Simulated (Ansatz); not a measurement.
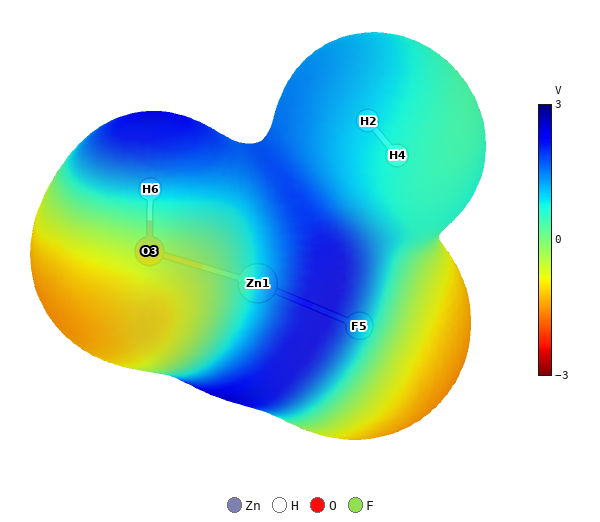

FHOZn···H$_{2}$. The molecular electrostatic potential painted on the density surface at 0.002 e/bohr³, seen at a tilt; red is negative and blue positive.

The product side of a reaction path; geometry: PBE0-D4/def2-TZVP.

Level of theory: RKS PBE0-D4/def2-TZVPP (Ansatz 0.2.0).

```yaml
atoms:
  - { symbol: Zn, position_ang: [0.2341, -0.1957, -0.9294] }
  - { symbol: H, position_ang: [-0.4089, 1.0745, 1.4744] }
  - { symbol: O, position_ang: [0.1971, -1.8746, -0.3974] }
  - { symbol: H, position_ang: [-0.3080, 1.5882, 0.9375] }
  - { symbol: F, position_ang: [0.3124, 1.4069, -1.6117] }
  - { symbol: H, position_ang: [-0.0267, -1.9992, 0.5267] }
```

Describe the electrostatic potential map.

Answer. The most negative region (about −1.6 V, or −37 kcal/mol for a unit charge) lies over F5, the most positive (about +2.6 V, or +60 kcal/mol for a unit charge) over Zn1.
